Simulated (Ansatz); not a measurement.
Cost and result by functional for the surface energy of the (21-32) surface of hcp Zn in its 1x1 cell, outermost plane spacing 0.27 Å in the ideal cut (one of several cuts of this face), in Ansatz (plane waves, PAW). Single points on the PBE structure, on one kind of machine; costs are rough ratios of the slab run's core time (references not counted) to the cheapest single point. r2SCAN's cost holds its higher cutoff (500 against 420 eV). Differences are taken against r2SCAN for comparison alone: no measured value is at hand, so the table doesn't rank accuracy.

Slab: 26 atoms, 10.1 Å thick at the start (thin: gaps and levels are the slab's own); k 7x6x1, smearing 0.1 eV, dipole-corrected; all atoms relaxed; start symmetry kept, larger cells not searched; no spin, no spin-orbit, no U. These notes are the PBE run's.

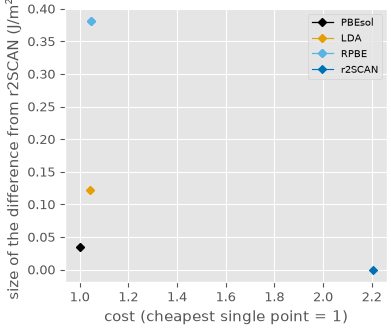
Figure: Difference from r2SCAN against cost

```
functional                     relative cost  surface energy (J/m²)  less r2SCAN (J/m²)
-----------------------------  -------------  ---------------------  ------------------
PBEsol                                     1                   1.10                0.04
LDA                                        1                   1.18                0.12
RPBE                                       1                   0.68               -0.38
r2SCAN                                     2                   1.06                0.00
PBE (the relaxed run's value)              –                   0.84               -0.22
```

The values span 0.50 J/m², while the single points' costs differ by a factor of roughly 2. Differences are of unrounded values.

Ansatz is a program for electronic structure.
